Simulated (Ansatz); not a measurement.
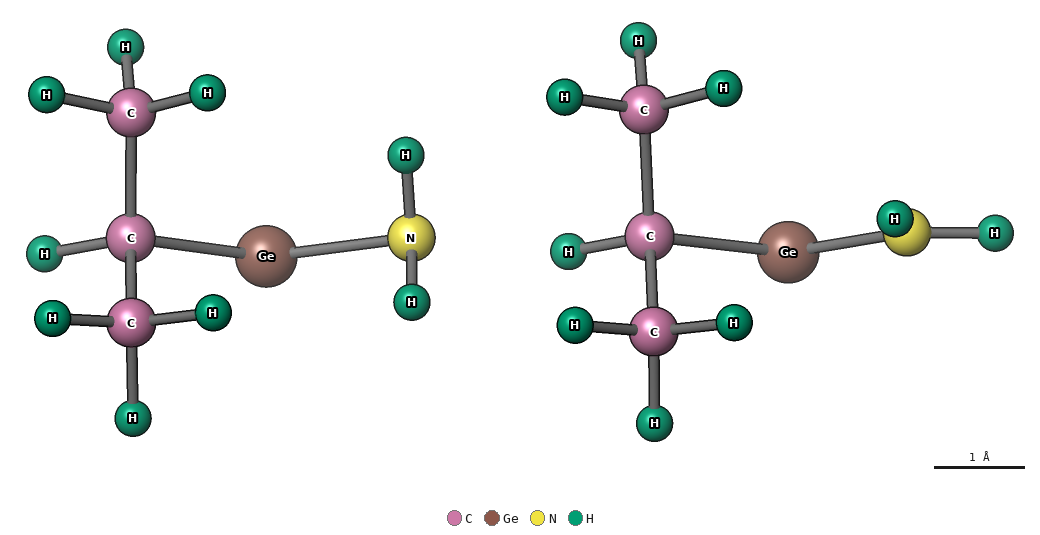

Two geometries of C3H9GeN (coarse preliminary run), drawn at one scale. One is the start of a relaxation, the other its converged end. A ball-and-stick model, seen at a tilt.

Method: Ansatz, RKS PBE-D4/def2-SVP. Settings: force threshold 0.03 eV/Å; at most 200 steps.

Q: Which one is relaxed?

A: The right one is the relaxed one. The start comes from a force field. The energy falls by 31.9 kcal/mol in 21 accepted moves (22 points after the start). The largest force component goes from 2.8 to 0.028 eV/Å. The line search rejected the trial step at point 20 of the run. The atom that moves furthest after the best rigid fit is an H atom (1.27 Å). By element the largest moves are H 1.27 Å, N 0.32 Å, C 0.12 Å, Ge 0.12 Å. Near-neighbour distances that change, for instance: C–Ge 1.967 → 2.056 Å, Ge–N 1.909 → 1.837 Å, H–N 1.079 → 1.027 Å, C–H 1.160 → 1.111 Å. Among the angles between lasting bonds that change: Ge–N–H 108.0° → 126.1°, Ge–N–H 104.6° → 122.3°, C–Ge–N 109.2° → 95.7°. Cost: 36 s on 4 threads of Arm Neoverse V2, with other jobs on the host.
